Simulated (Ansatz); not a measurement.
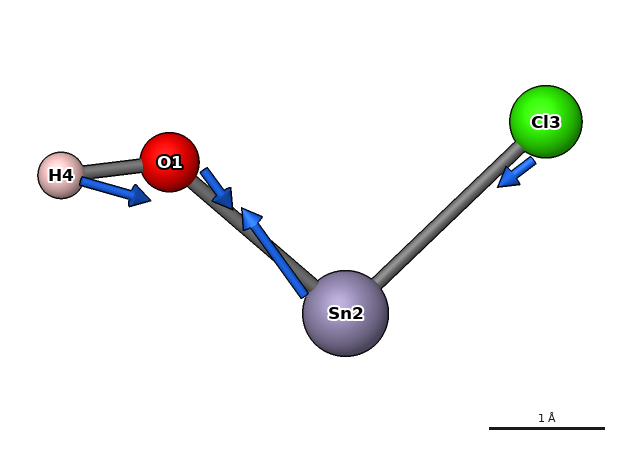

Arrows show the forces on the atoms, 0.5 Å of arrow for 1 eV/Å; forces under a tenth of the largest aren't drawn. Level of theory: r2SCAN-D4/def2-TZVPP (Ansatz 0.2.0).

### On which atom is the force largest, and how large is it?

On Sn2: 1.97 eV/Å.

### Along which bond is the force strongest?

O1–Sn2, now 2.101 Å: the forces pull its atoms together, so a first step downhill shortens it.

List the force components in the frame of the picture (x right, y up, z towards the viewer), in eV/Å.

```
atom     Fx     Fy     Fz
  O1   0.52  −0.71  −0.19
 Sn2  −1.12   1.56   0.45
 Cl3  −0.65  −0.49   0.10
  H4   1.24  −0.35  −0.36
```
